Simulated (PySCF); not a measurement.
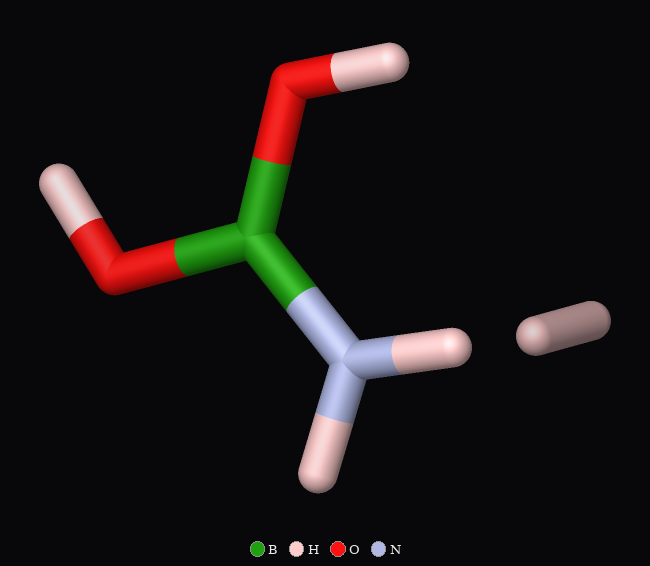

The computed structure is the end point of a PBE0-D4/def2-TZVP optimisation. No frequency run is at hand to confirm it as a minimum. Method: RKS BHLYP-D4/def2-TZVPP, density fitting (PySCF 2.14.0).

Computed properties:

The species is BH₆NO₂.
- dispersion correction: −12.7 kJ/mol
